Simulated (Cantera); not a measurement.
Charge: 1 mol Si, 6.3 mol NF3, 0.5 mol N2, equilibrated at 19.0 Pa.

Method: chemical equilibrium by Gibbs-energy minimisation in Cantera with the NASA 1993 tables (ideal gas, pure condensed phases). Candidate condensed phases: Si, Si3N4; 16 gas species. Equilibrium is a limit: real reactors are often held back by kinetics, nucleation or transport.

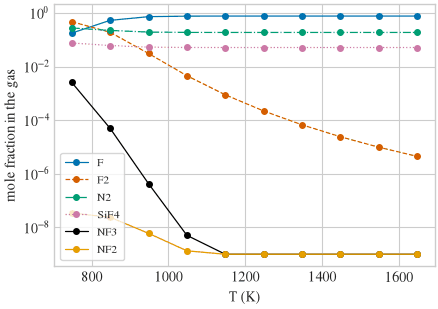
Fig. 1. Equilibrium gas composition (values under 1e-9 drawn at 1e-9)

Question: Read off the mole fractions at 1348 K.

Answer: F about 0.76, N2 about 0.19, SiF4 about 0.051, F2 about 6.7e-5.
